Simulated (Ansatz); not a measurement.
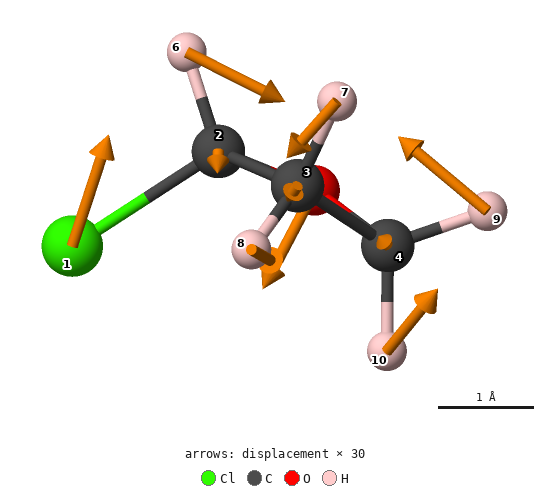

A relaxation of C$_{3}$H$_{5}$ClO. The starting structure is drawn; orange arrows show the displacements, 30 times their true length. The two geometries are superimposed by the best rigid fit.

Style: ball-and-stick. Shown from a free direction.

The start comes from PBE-D4/def2-SVP.

Method: RKS PBE0-D4/def2-TZVP in Ansatz 0.2.0.

Input file:
```yaml
crystal:
  periodic: [false, false, false]
  atoms:
    - {symbol: Cl, position_ang: [-1.263070, -0.466738, -2.051213]}
    - {symbol: C, position_ang: [-0.977392, 0.029708, -0.304116]}
    - {symbol: C, position_ang: [0.190114, -0.721522, 0.353092]}
    - {symbol: C, position_ang: [0.903938, 0.638603, 0.237339]}
    - {symbol: O, position_ang: [-0.334821, 1.273739, -0.181535]}
    - {symbol: H, position_ang: [-1.986650, 0.011212, 0.153277]}
    - {symbol: H, position_ang: [-0.026133, -1.032607, 1.393301]}
    - {symbol: H, position_ang: [0.601902, -1.571343, -0.220230]}
    - {symbol: H, position_ang: [1.290745, 1.088476, 1.175218]}
    - {symbol: H, position_ang: [1.684366, 0.699272, -0.552232]}
basis:
  gaussian: {orbitals: def2-TZVP}
hamiltonian: {xc: pbe0, dispersion: d4}
relax: {f_tol: 0.005, max_steps: 150}
```

What did the optimiser do to the structure, and how much energy did it gain?

Answer. The largest moves after the best rigid fit, 0.042 Å, are those of Cl1 and H9. Largest moves by element: Cl 0.042 Å, H 0.042 Å, O 0.040 Å, C 0.009 Å. Some distances before and after: Cl1–C2 1.839 → 1.802 Å, C2–H6 1.108 → 1.089 Å, C3–H8 1.105 → 1.087 Å, C2–C3 1.536 → 1.525 Å. The energy falls by 1.12 kcal/mol in 7 accepted moves (8 points after the start). The largest force component goes from 0.61 to 0.00081 eV/Å. The line search rejected the trial step at point 7 of the run.
